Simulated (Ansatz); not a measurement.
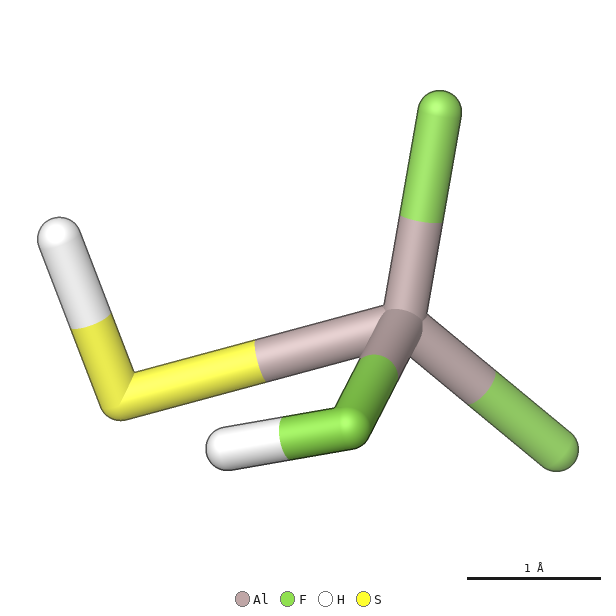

Every bond is drawn as one stick, whatever its order.

Computed geometry: PBE0-D4/def2-TZVP optimisation.

Count the atoms of each element.

Answer. AlF3H2S, 7 atoms: 1 aluminium, 3 fluorine, 2 hydrogen and 1 sulfur.

How many atoms are distinct by symmetry?

Answer. 7: 1 Al, 1 F, 1 F, 1 F, 1 H, 1 S, 1 H.

Count the bonded pairs by element.

Answer. 3 Al–F, 1 F–H, 1 S–H, 1 Al–S. Sticks follow a distance rule.

Which point group does it belong to?

Answer. C1.

The parts below concern this one geometry. Atoms keep their numbers from picture to picture.

### Shape

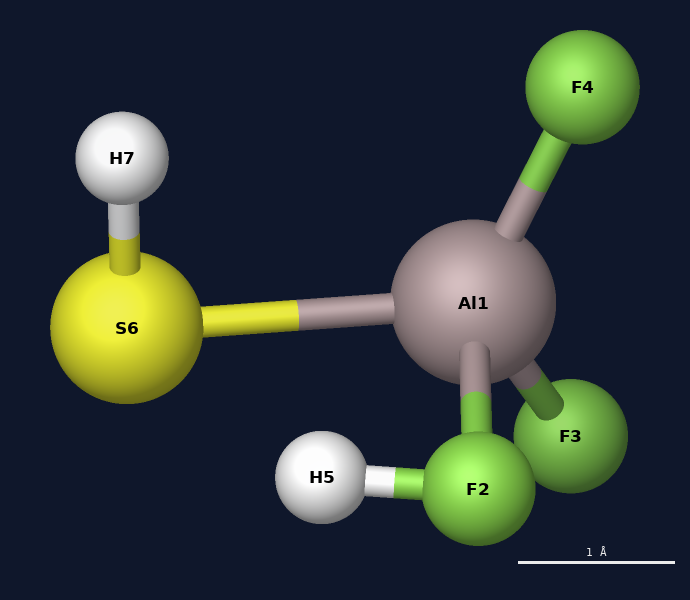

Atoms carry their numbers in the input.

How are the neighbours of atom 2 arranged?

Answer. F2 has 2 neighbours (Al1 at 1.92, H5 at 1.01 Å); the arrangement is bent.

How are the neighbours of atom 6 arranged?

Answer. S6 has 2 neighbours (Al1 at 2.25, H7 at 1.35 Å); the arrangement is bent.

### Vibrations

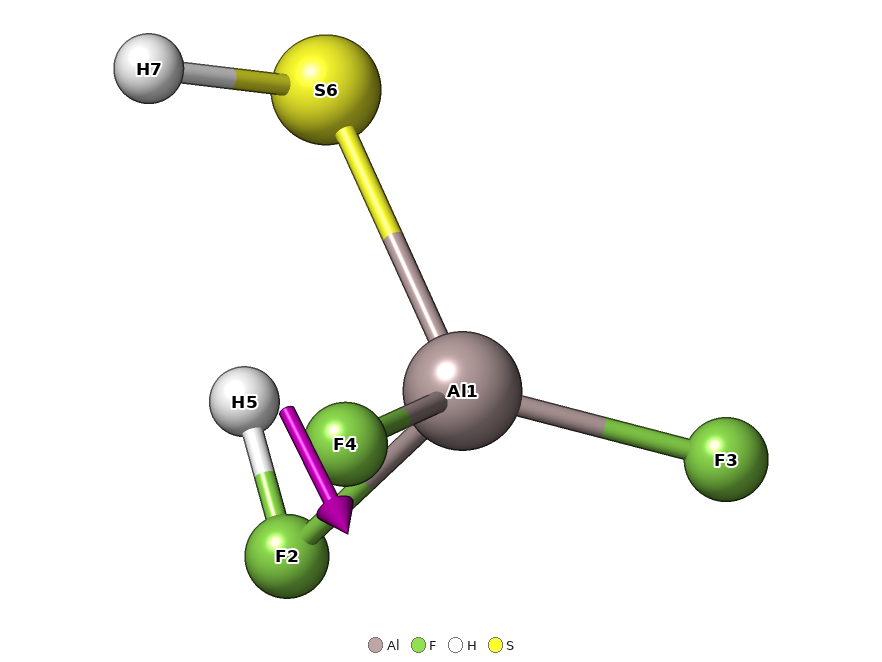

The arrows show one normal mode. Harmonic vibrations computed with RKS PBE0-D4/def2-TZVP (Ansatz 0.2.0) at a stationary point of the same level.

Describe the motion.

Answer. Mostly F–H stretching.

At what wavenumber does it lie?

Answer. 2573 cm⁻¹; it is mode 14 of 15 counted from the lowest.

### Thermal motion

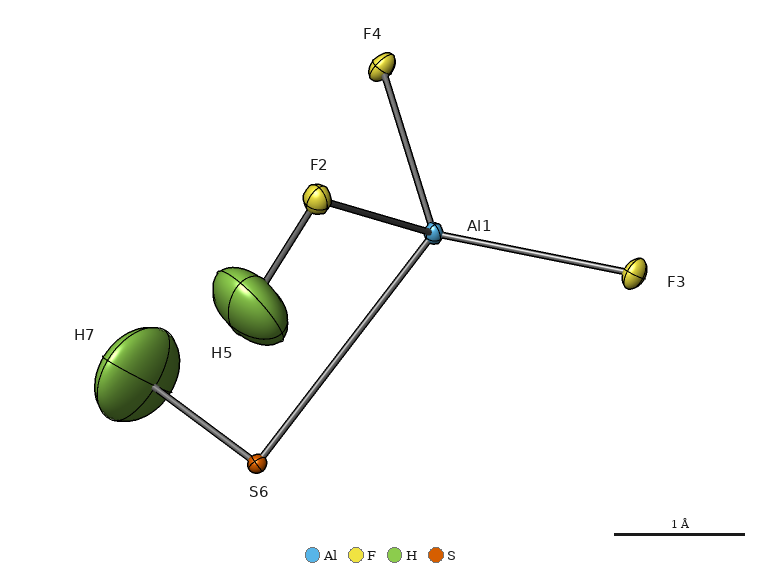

Displacement ellipsoids at the 50 % level, enlarged 1.5 times, from the internal vibrations of the free molecule (harmonic, no overall translation or rotation; no half-axis is drawn under 0.075 Å). Vibrations computed with RKS PBE0-D4/def2-TZVP (Ansatz 0.2.0). Temperature: 0 K (zero-point motion alone).

Which atom has the largest mean-square displacement?

Answer. H7, with U_eq = 0.0279 Å².

Does H7 move more along its bond or across it?

Answer. Across it: the root-mean-square amplitude is 0.083 Å along the bond and up to 0.216 Å across, since bending and torsion are softer than stretching.

List U_eq and the three principal root-mean-square amplitudes for each kind of atom.

```json
{"atom": "Al1", "U_eq (Å²)": "0.0014", "rms amplitudes (Å)": "0.032, 0.034, 0.044"}
{"atom": "F2", "U_eq (Å²)": "0.0027", "rms amplitudes (Å)": "0.046, 0.050, 0.057"}
{"atom": "F3", "U_eq (Å²)": "0.0022", "rms amplitudes (Å)": "0.036, 0.047, 0.056"}
{"atom": "F4", "U_eq (Å²)": "0.0022", "rms amplitudes (Å)": "0.036, 0.047, 0.056"}
{"atom": "H5", "U_eq (Å²)": "0.0208", "rms amplitudes (Å)": "0.093, 0.153, 0.174"}
{"atom": "S6", "U_eq (Å²)": "0.00094", "rms amplitudes (Å)": "0.027, 0.031, 0.033"}
{"atom": "H7", "U_eq (Å²)": "0.0279", "rms amplitudes (Å)": "0.083, 0.173, 0.216"}
```

### Dipole moment

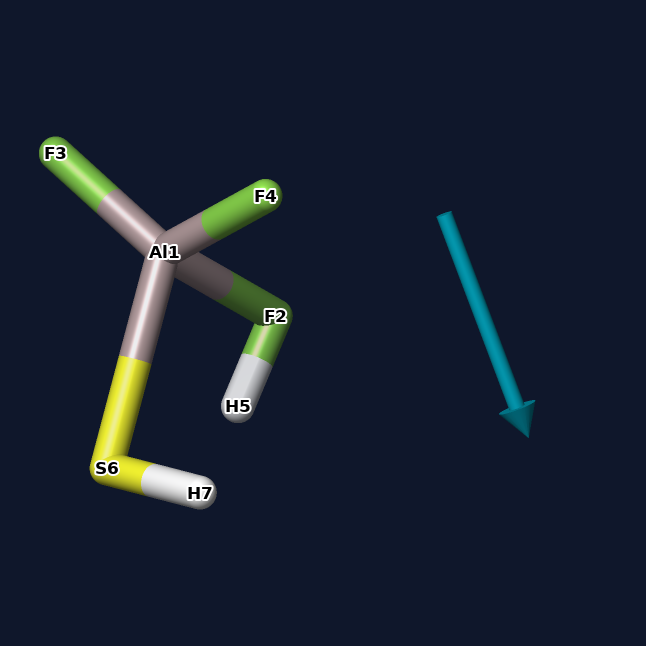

The arrow beside the molecule shows the direction of the dipole moment, from the negative to the positive end (its length means nothing). Method: RKS PBE0-D4/def2-TZVP (Ansatz 0.2.0).

Estimate the dipole moment.

Answer. 2.63 D; it points from the side of F3 to the side of H7 (the outermost atoms at the two ends).

### Charges

The questions are on Mulliken charges. Method: RKS PBE0-D4/def2-TZVP (Ansatz 0.2.0).

Which atom carries the highest charge (most positive or least negative)?

Answer. Al1 (0.71 e).

And the lowest?

Answer. S6 (−0.41 e).

Give the Mulliken charges atom by atom.

```csv
atom,value (e)
Al1,0.71
F2,−0.23
F3,−0.33
F4,−0.33
H5,0.39
S6,−0.41
H7,0.20
```

Mulliken values depend strongly on the basis set and can even reverse the polarity of a bond.
